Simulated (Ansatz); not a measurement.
CMgNSi (doublet)

```xyz
4

C    -2.4267   -0.4978   -0.2139
Mg   -4.5284    1.6095    0.1991
N    -2.0340   -0.8217   -1.2703
Si   -2.9871   -0.0528    1.5340
```

Geometry: B3LYP-D3(BJ)/def2-SVP; ⟨S²⟩ = 0.91, above the pure value of 0.75.

The calculation used Ansatz 0.2.0, isolated molecule in a Gaussian basis; Kohn-Sham density functional theory, functional PBE0.

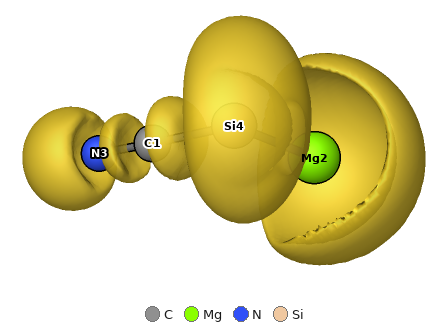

Figure 1. Isosurface of the electron localisation function at 0.8 (yellow), seen from one side. Only the valence region is drawn (cores and ρ < 0.01 e/Å³ removed).

Q: Where are the electrons localised?

A: The ELF exceeds this value in one region between bonded C–N atoms (shared pairs), one region between bonded C–Si atoms (shared pairs), one lobe on N, pointing away from the bonds (non-bonding electrons), one lobe on Si, pointing away from the bonds (non-bonding electrons) and one region wrapped around Mg (its valence shell). Profiles from the grid: C–N (1.17 Å): the ELF peaks at about 0.90 between the atoms: a multiple bond. C–Si (1.89 Å): the ELF peaks at about 0.95 between the atoms (localised, covalent bonding).

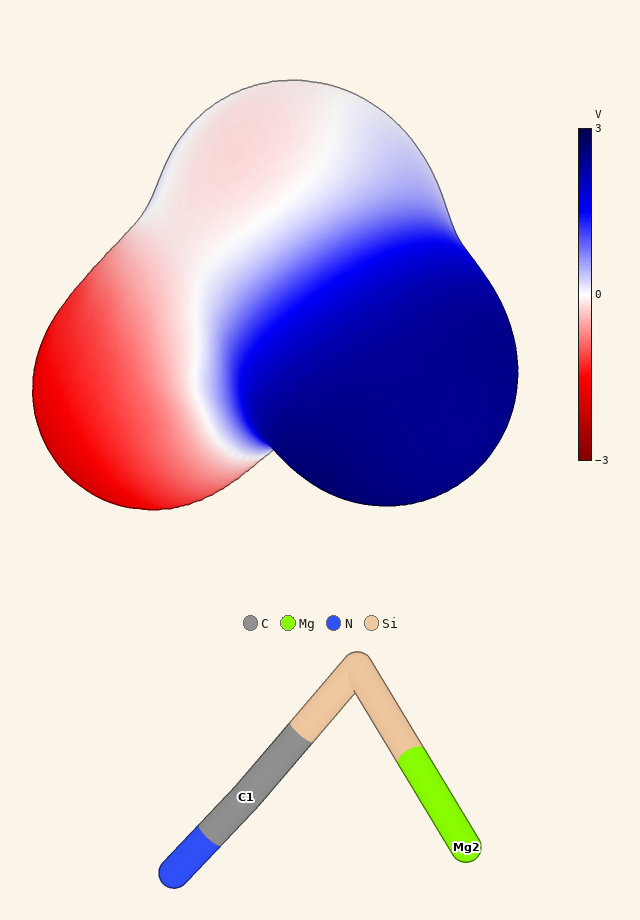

Figure 2. The molecular electrostatic potential painted on the density surface at 0.002 e/bohr³, seen at a tilt; red is negative and blue positive. The bare structure is drawn below in the same view.

Q: Which sites attract a positive test charge, and which a negative one?

A: A positive charge is drawn to the negative regions and a negative charge to the positive ones. The most negative region (about −2.0 V) lies over N3, the most positive (about +2.7 V) over Mg2. N3 is the likeliest acceptor of a hydrogen bond.

Q: What dipole moment does the calculation give?

A: Its dipole moment is 5.87 D.

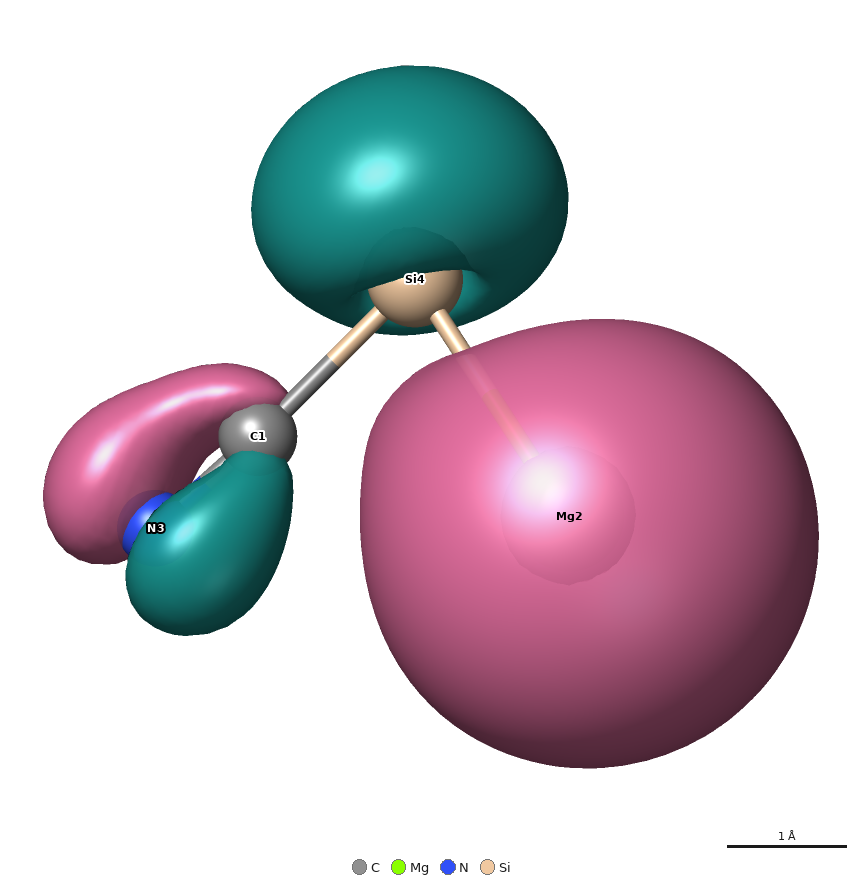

Figure 3. The HOMO (β) at ±0.08 Å⁻³ᐟ² (teal and pink are the two phases), seen at a tilt.

Q: What is the character of this orbital?

A: Its weight (Hirshfeld) is mainly on Mg2 (about 65 %), Si4 (about 25 %) and N3 (about 5 %). Its energy is −6.40 eV.
